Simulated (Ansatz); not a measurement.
**MoO (singlet): relaxing a cheap start**

Aim: relax a generated start of MoO (singlet) and see which bonds hold.

Program: Ansatz 0.2.0, Gaussian basis. Level of theory: RKS PBE0/def2-TZVP. These are calculated values, not measurements.

## (1) Where the work starts

2 atoms, charge 0, spin multiplicity 1.

Atoms are counted from 1 here; the program's logs count them from 0.

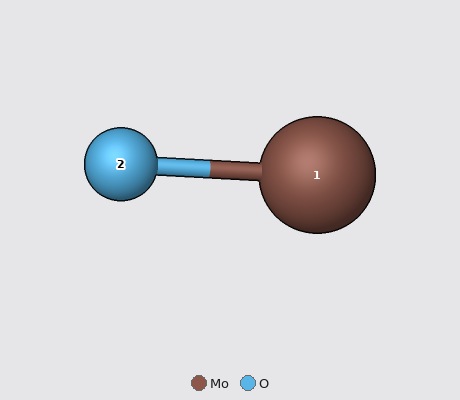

The starting geometry (molybdenum brown, oxygen blue); atoms are numbered from 1 in the order of the file.

As a file:

```xyz
2

Mo    0.0000    0.0000    0.0000
O     0.0000    0.0000    2.1100
```

The start is set by covalent radii. Sticks and bond lists go by distance. No spin-orbit coupling is included. Elements past krypton take def2 core potentials.

## (2) The run

The input, in.yaml:

```yaml
crystal:
  periodic: [false, false, false]
  atoms:
    - {symbol: Mo, position_ang: [0.000000, 0.000000, 0.000000]}
    - {symbol: O, position_ang: [0.000000, 0.000000, 2.110000]}
basis:
  gaussian: {orbitals: def2-TZVP}
hamiltonian: {xc: pbe0}
relax: {f_tol: 0.004, max_steps: 80}
```

Launch:

```
$ ansatz run in.yaml --threads 1 --pin off --events-out ev --progress --plain --max-ram 2176MiB
```

Q: Predict the outcome of this session. Wanted: energy gained; shift from the start; total energy; dipole moment.

The runs gave:

| quantity | value |
| --- | --- |
| steps | 7 |
| energy gained | 3.321 eV |
| shift from the start (rms) | 0.243 Å |
| total energy | -3897.9878 eV |
| dipole moment | 1.87 D |

What this shows: The bonds of the start are those of the end. Mo1–O2 went from 2.110 to 1.623 Å. No vibrations were run, so this is a stationary point, not a proven minimum, and this spin need not be the ground state's.
